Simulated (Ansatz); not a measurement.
# Run report: HfH2OF4, geometry relaxation (part 2 of 2)

The same run, continued: HfH2OF4; RKS PBE/def2-SVP (Ansatz 0.2.0). The input holds or restrains some coordinates. Forces given for the steps count only the free coordinates. It belongs to a series of runs on one base structure; here: pulled along the bonds that form and break, towards end B.

Geometry of the input (Å):
```
Hf 0.0000  0.0000  0.0000
O  0.0000  0.0000  2.4200
H  -0.9095  -0.2814  2.7571
F  1.8671  0.0000  -0.6593
F  -0.9326  1.6157  -0.6593
F  -0.9326  -1.6157  -0.6593
F  1.1900  -1.8071  0.7189
H  0.7700  -1.1692  1.8915
```

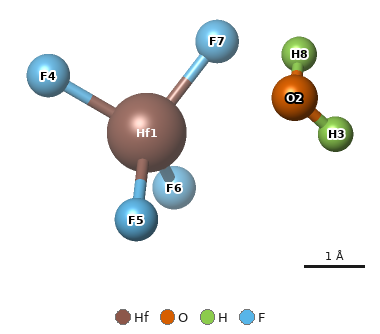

**Figure 1.** The geometry at step 7 of the log (ball-and-stick view, seen at a tilt; atoms are numbered from 1 in the order of the input).

Output, continued
```
relax step  14: F+E_penalty+E_count = -14241.55946646 eV  Δ(F+E_penalty+E_count) = -2.973e-2 eV  max|allowed force component| = 8.802e-1 eV/Å  E_restraint = 0.01442337 eV  max|allowed force component, restraints' pulls added| = 5.488e-2 eV/Å  Δτ_max = 0.1292 Å  (34 SCF iters, accepted)
  distance Hf 0 - F 6 = 1.9620 Å
  distance H 7 - O 1 = 0.9916 Å
  distance Hf 0 - O 1 = 3.2528 Å
  distance H 7 - F 6 = 2.1225 Å
1165 factors; their error is unknown
mean field evaluation 128: about -14241.5595 eV, gradient 3.8e-4 eV
mean field -14241.55946646 eV, -523.3676571165 hartree, gradient 5.6e-6 eV, S^2 0.000000; 1 other end points of the search recorded, 0 dependent functions left out
the calculation of the forces begins
reference -14241.55954027 eV, -523.3676598292 hartree; 29, 29 occupied and 83, 83 virtual orbitals, 1165 factors
Total energy: -14241.55954027 eV, -523.3676598292 hartree
Atom 0 at     0.439721    -0.225261    -0.430618 Å, force     0.149059    -0.217344     0.880227 eV/Å
Atom 1 at    -0.538006    -0.296985     2.670948 Å, force     0.634554    -0.171520    -0.477290 eV/Å
Atom 2 at    -1.144589    -1.023644     2.904808 Å, force     0.008748    -0.030975    -0.014391 eV/Å
Atom 3 at     1.432217    -0.378329    -2.055420 Å, force     0.006858    -0.009131    -0.012721 eV/Å
Atom 4 at     0.024596     1.636546    -0.266873 Å, force     0.007183     0.002299     0.005305 eV/Å
Atom 5 at    -1.124177    -1.308384    -0.670806 Å, force    -0.007144     0.003830    -0.002372 eV/Å
Atom 6 at     1.606257    -0.936460     0.977555 Å, force    -0.264115     0.205943    -0.445977 eV/Å
Atom 7 at     0.356380    -0.725183     2.680005 Å, force    -0.535142     0.216900     0.067219 eV/Å
Dipole moment:    -0.034058    -0.333654     0.295016 e Å
```

Trajectory as extended XYZ (Å, eV, eV/Å), 14 frames, from step=1 to step=14
```
8
Properties=species:S:1:pos:R:3:forces:R:3 step=1 energy=-14239.08663
Hf    0.0000    0.0000    0.0000    1.7419  -2.3171   0.4214
O     0.0000    0.0000    2.4200    0.0820  -1.8311  -2.8880
H    -0.9095   -0.2814    2.7571    1.2292   0.0741  -0.3390
F     1.8671    0.0000   -0.6593   -1.8326   1.2179  -0.0990
F    -0.9326    1.6157   -0.6593    0.5867  -1.0768   0.4977
F    -0.9326   -1.6157   -0.6593    0.1215   1.9756   0.2206
F     1.1900   -1.8071    0.7189   -1.5019   1.7694   3.1069
H     0.7700   -1.1692    1.8915   -0.4267   0.1880  -0.9204
8
Properties=species:S:1:pos:R:3:forces:R:3 step=2 energy=-14238.95962
Hf    0.0471   -0.0674   -0.1543    1.1924  -1.4208   2.0680
O     0.0530   -0.0764    2.5577    1.0391  -2.1294  -3.3290
H    -0.9069   -0.2858    2.7584    1.0843  -0.4101  -0.1432
F     1.8673    0.0151   -0.6724    0.0743   1.3692  -1.1509
F    -0.9233    1.5992   -0.6548    0.5955  -1.0650   0.3755
F    -0.9409   -1.6095   -0.6672   -0.8150   0.4915  -0.7015
F     1.1705   -1.7846    0.6235   -1.4046   1.4725   1.9333
H     0.6855   -1.0482    2.0187   -1.7660   1.6921   0.9477
8
Properties=species:S:1:pos:R:3:forces:R:3 step=3 energy=-14239.23187
Hf    0.0877   -0.1241   -0.2593    0.5072  -0.5422   2.4045
O     0.0891   -0.1278    2.6553    0.5211  -1.2960  -2.6284
H    -0.8934   -0.2968    2.7582    1.2013  -0.4876  -0.0706
F     1.8841    0.0372   -0.6993    1.4092   1.5155  -1.6452
F    -0.9129    1.5813   -0.6495    0.7012  -1.2343   0.4129
F    -0.9607   -1.6136   -0.6859   -1.4688  -0.4286  -1.1219
F     1.1516   -1.7668    0.5247   -1.2530   1.1461   1.3256
H     0.6069   -0.9472    2.1655   -1.6182   1.3270   1.3231
8
Properties=species:S:1:pos:R:3:forces:R:3 step=4 energy=-14239.79325
Hf    0.1415   -0.1896   -0.3722    0.3118  -0.3719   1.4323
O     0.1027   -0.1444    2.7790   -0.6905   0.8681  -0.9725
H    -0.8697   -0.3215    2.7786    0.6313  -0.2847   0.1543
F     1.9522    0.1223   -0.8145    0.5328   0.9002  -1.2497
F    -0.8731    1.5132   -0.6291    0.5547  -0.9636   0.4335
F    -1.0409   -1.6271   -0.7712   -0.7750   0.0753  -0.9391
F     1.0949   -1.7156    0.4940   -0.6276   0.6202   1.1288
H     0.5447   -0.8949    2.3451    0.0625  -0.8436   0.0122
8
Properties=species:S:1:pos:R:3:forces:R:3 step=5 energy=-14240.41195
Hf    0.1883   -0.2384   -0.4229    0.5094  -0.7488   1.0980
O     0.0750   -0.0971    2.8024    0.1523  -0.4178  -1.2691
H    -0.8728   -0.3472    2.8457    0.2432  -0.1356   0.1647
F     1.9649    0.1957   -0.9944   -0.1885   0.2233  -0.8067
F    -0.8205    1.4278   -0.5739    0.1912  -0.3185   0.4205
F    -1.0926   -1.5874   -0.9179   -0.0279   0.3213  -0.6807
F     1.0694   -1.6913    0.5925   -0.4761   0.6796   0.6862
H     0.5408   -0.9198    2.4780   -0.4036   0.3964   0.3871
8
Properties=species:S:1:pos:R:3:forces:R:3 step=6 energy=-14240.86637
Hf    0.2296   -0.2865   -0.4545    0.3631  -0.5627   1.0427
O     0.0455   -0.0541    2.7766    0.2275  -1.2540  -0.9331
H    -0.8780   -0.3675    2.9044    0.2311   0.1503   0.1121
F     1.9378    0.2077   -1.1875   -0.3909  -0.0691  -0.5068
F    -0.7825    1.3733   -0.4615    0.2146  -0.3200   0.3786
F    -1.0850   -1.5463   -1.0892    0.2843   0.3052  -0.4599
F     1.0536   -1.6579    0.7057   -0.4367   0.6824   0.1571
H     0.5312   -0.9263    2.6155   -0.4930   1.0678   0.2094
8
Properties=species:S:1:pos:R:3:forces:R:3 step=7 energy=-14241.17106
Hf    0.2652   -0.3293   -0.4494    0.1853  -0.2654   0.4506
O     0.0087   -0.0238    2.7824    0.0531  -1.1098  -0.6404
H    -0.8946   -0.3712    2.9592    0.1872   0.2791   0.0562
F     1.8825    0.1822   -1.3728   -0.5729  -0.1955  -0.0987
F    -0.7413    1.3244   -0.3112    0.2602  -0.3911   0.2756
F    -1.0314   -1.5111   -1.2572    0.4496   0.3701  -0.1239
F     1.0524   -1.6456    0.7798   -0.3085   0.5172  -0.0091
H     0.5109   -0.8832    2.6788   -0.2540   0.7953   0.0898
8
Properties=species:S:1:pos:R:3:forces:R:3 step=8 energy=-14241.34725
Hf    0.2925   -0.3589   -0.4639    0.0994  -0.1549   0.4846
O    -0.0221   -0.0176    2.7544   -0.1248  -1.0204  -0.1888
H    -0.9134   -0.3379    3.0322    0.3609   0.3182  -0.0903
F     1.8060    0.1433   -1.5464   -0.4022  -0.1429   0.1253
F    -0.7005    1.2740   -0.1578    0.2423  -0.3697   0.0518
F    -0.9456   -1.4797   -1.4194    0.2954   0.2505   0.0627
F     1.0446   -1.6083    0.8538   -0.1897   0.3773  -0.3768
H     0.4909   -0.8727    2.7567   -0.2812   0.7419  -0.0686
8
Properties=species:S:1:pos:R:3:forces:R:3 step=9 energy=-14241.40855
Hf    0.3270   -0.3740   -0.4815    0.2184  -0.1758   0.7965
O    -0.1410   -0.0622    2.7261    0.1545  -0.5721  -0.2125
H    -0.9591   -0.3340    3.1904    0.1666   0.0662  -0.0942
F     1.7103    0.0862   -1.7124    0.0554   0.0069  -0.0681
F    -0.5682    1.2752   -0.0947    0.0048   0.0429   0.0141
F    -0.9180   -1.4571   -1.4370   -0.1151  -0.1043  -0.0512
F     1.1783   -1.5158    0.8689   -0.1458   0.2582  -0.3725
H     0.4231   -0.8761    2.7498   -0.3388   0.4780  -0.0122
8
Properties=species:S:1:pos:R:3:forces:R:3 step=10 energy=-14241.43843
Hf    0.3732   -0.3479   -0.4799    0.2230  -0.2595   0.6266
O    -0.2688   -0.1128    2.7093    0.2848  -0.5840  -0.2983
H    -1.0331   -0.4428    3.2249    0.1936   0.0275  -0.1384
F     1.6479    0.0093   -1.8628   -0.0650  -0.0415   0.0806
F    -0.4078    1.3571   -0.0948    0.0406   0.0367  -0.0079
F    -0.9680   -1.4593   -1.2743   -0.0037   0.0093   0.0697
F     1.3353   -1.3925    0.8801   -0.2323   0.3417  -0.4047
H     0.3738   -0.8688    2.7071   -0.4411   0.4699   0.0724
8
Properties=species:S:1:pos:R:3:forces:R:3 step=11 energy=-14241.44938
Hf    0.4035   -0.3122   -0.4828    0.0010  -0.4422   0.4621
O    -0.3827   -0.1756    2.6821    0.7786  -0.9118  -0.2378
H    -1.1008   -0.6052    3.1971    0.3403   0.0664  -0.2279
F     1.6048   -0.0817   -1.9717   -0.2896  -0.0945   0.3504
F    -0.2566    1.4576   -0.1335    0.1262  -0.1873  -0.0464
F    -1.0379   -1.4529   -1.0939    0.4284   0.3631   0.2155
F     1.4379   -1.2579    0.9037   -0.3174   0.4239  -0.5667
H     0.3842   -0.8297    2.7086   -1.0673   0.7824   0.0508
8
Properties=species:S:1:pos:R:3:forces:R:3 step=12 energy=-14241.52795
Hf    0.4196   -0.2766   -0.4679    0.2238  -0.1654   0.8228
O    -0.4515   -0.2361    2.6673    0.4935  -0.4441  -0.3508
H    -1.1359   -0.7798    3.1060    0.1177   0.0511  -0.1064
F     1.5313   -0.2140   -2.0245   -0.0629  -0.0342   0.0569
F    -0.1247    1.5384   -0.1906    0.0327  -0.0163  -0.0170
F    -1.0734   -1.3957   -0.9062   -0.0097   0.0011   0.0239
F     1.5260   -1.0874    0.9360   -0.2410   0.2362  -0.4648
H     0.3609   -0.8066    2.6894   -0.5541   0.3716   0.0355
8
Properties=species:S:1:pos:R:3:forces:R:3 step=13 energy=-14241.52974
Hf    0.4295   -0.2550   -0.4373    0.1654  -0.1980   0.6718
O    -0.4752   -0.2348    2.6884   -0.1345  -1.0893  -0.2194
H    -1.1673   -0.9066    2.9547    0.7976   0.7216  -0.3017
F     1.4744   -0.2873   -2.0452   -0.1203  -0.0123   0.1757
F    -0.0578    1.5849   -0.2041    0.0455  -0.0936  -0.0230
F    -1.0991   -1.3716   -0.7773    0.1190   0.1033   0.0658
F     1.5821   -1.0219    0.9548   -0.2957   0.2314  -0.4582
H     0.3658   -0.7653    2.6756   -0.5770   0.3369   0.0890
8
Properties=species:S:1:pos:R:3:forces:R:3 step=14 energy=-14241.55947
Hf    0.4397   -0.2253   -0.4306    0.1491  -0.2173   0.8802
O    -0.5380   -0.2970    2.6709    0.6346  -0.1715  -0.4773
H    -1.1446   -1.0236    2.9048    0.0087  -0.0310  -0.0144
F     1.4322   -0.3783   -2.0554    0.0069  -0.0091  -0.0127
F     0.0246    1.6365   -0.2669    0.0072   0.0023   0.0053
F    -1.1242   -1.3084   -0.6708   -0.0071   0.0038  -0.0024
F     1.6063   -0.9365    0.9776   -0.2641   0.2059  -0.4460
H     0.3564   -0.7252    2.6800   -0.5351   0.2169   0.0672
```

Results in brief

```csv
quantity,value
outcome,converged under the restraints of the input
total energy,−14241.5595 eV
mean-field energy,−14241.5595 eV
"largest force (length of the vector) at the end, held atoms and coordinates included",0.919 eV/Å
hardware,"2 threads of Arm Neoverse V2, 24 GiB of memory available, shared host"
wall time,40 s (CPU time 77 s)
peak memory,0.21 GiB
```
